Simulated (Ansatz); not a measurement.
**A computed series for Ca3SbN: carrier doping**

The parent structure is Ca$_{3}$SbN in the anti-perovskite structure (space group Pm-3m, No. 221; a = 4.8027 Å; a cell from a computed database, its experimental status unchecked).

Carriers are added at fixed cell with a uniform background; the Fermi–Dirac width is that of 300 K.

The values are results of Ansatz (a program for electronic structure), PBEsol, PAW, cutoff 420 eV, scalar-relativistic without spin-orbit coupling, not measurements.

Notes on the quantities. Fermi level from band edge: Fermi level relative to the doped band's edge (positive inside the band; to 0.05 eV).

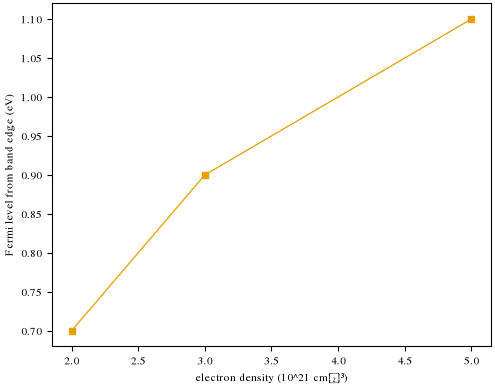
Fig. 1. Fermi level from band edge against electron density

Q: From the plot, what is the Fermi level from band edge for electrons 2.0×10^21 cm⁻³?

A: About 0.70 eV.

Q: Is the trend monotonic over the range shown?

A: Yes, it rises throughout, spanning +0.70 eV to +1.10 eV.

Charged cell with a jellium background: band edges are those of the host's band count, energies are not comparable with the neutral cell, and many-body gap narrowing is missing. Stability against distortions was not tested.
